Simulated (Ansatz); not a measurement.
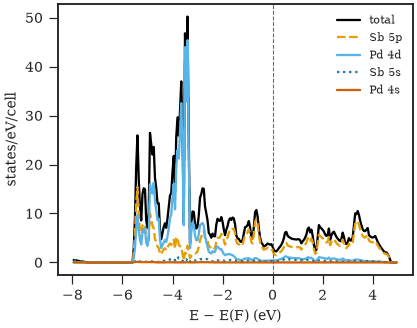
Total and projected density of states of Sb2Pd in space group Pa-3 (No. 205; Pd on 4a, Sb on 8c), r²SCAN in the plane-wave PAW code Ansatz

Task: Which orbitals carry the states next to the Fermi level?

Result: Within 0.5 eV of the Fermi level: Sb 5p 72 %, Pd 4d 14 %, Sb 5s 8 %, outside the projected shells 5 %. Projections are on Löwdin-orthogonalised atomic valence shells; empty p or d shells of many metals are not among them.

Task: Where is the tallest occupied peak in this window, and what makes it?

Result: Near -3.4 eV, about 50 states/eV per cell; the largest projected share is Pd 4d.

The workflow started from an entry of the Crystallography Open Database (COD). Its standing as an ambient phase is unchecked. The r²SCAN relaxation kept the symmetry of its start; whether a distortion lowers the energy is not shown. The run is not spin-polarised. Scalar-relativistic: spin–orbit coupling is off unless named, which matters more the heavier the elements.

Potentials: the later of the program's two PAW sets.
